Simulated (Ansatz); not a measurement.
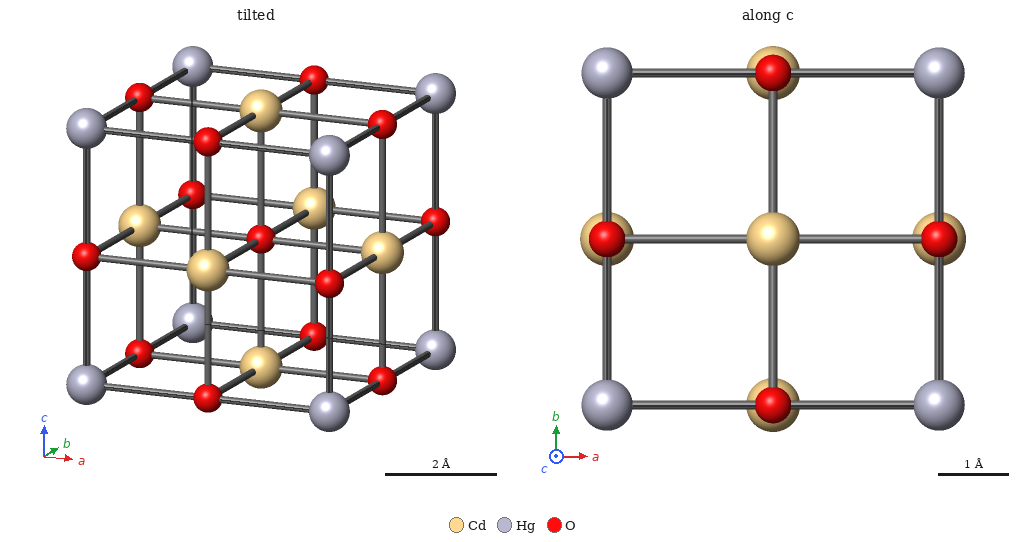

A ball-and-stick rendering, viewed slightly off an axis and along the c axis. The edges of the conventional unit cell are marked.

Cd₃HgO₄, space group Pm-3m (No. 221), a = 4.809 Å, b = 4.809 Å, c = 4.809 Å, α = 90.00°, β = 90.00°, γ = 90.00°. It goes back to a structure type filled with these elements by a generator (whether the compound takes this form wasn't checked). Earlier steps of the study, as a rule a relaxation of our own, may have changed the cell and positions, so they can lie some per cent off the listed ones. It was run through Ansatz as a DFT input.

This one geometry was computed with Ansatz (DFT, plane waves, PAW) at four levels of theory: PBE with spin-orbit coupling, PBE, r2SCAN and LDA.

**Which level gives the highest pressure at this volume, and what does that say about its equilibrium volume?**

Highest: PBE with spin-orbit coupling (-0.1 GPa) and PBE (0.0 GPa), which points to the largest equilibrium volume. Lowest, with the smallest volume: LDA (-11.1 GPa). Levels within 0.5 GPa of each other can't be told apart.

**How does the band gap change with the level of theory?**

All levels give a metal, though semilocal functionals underestimate gaps and can close a small one.

**Collect the results in a table.**

| level | cutoff (eV) | k-mesh of the run's cell | gap (eV) | pressure (GPa) |
| --- | --- | --- | --- | --- |
| PBE with spin-orbit coupling | 420 | 8×8×8 | metal | -0.1 |
| PBE | 420 | 8×8×8 | metal | 0.0 |
| r2SCAN | 500 | 8×8×8 | metal | -5.1 |
| LDA | 420 | 8×8×8 | metal | -11.1 |

Gaps are taken on the k-mesh or band path of each run.
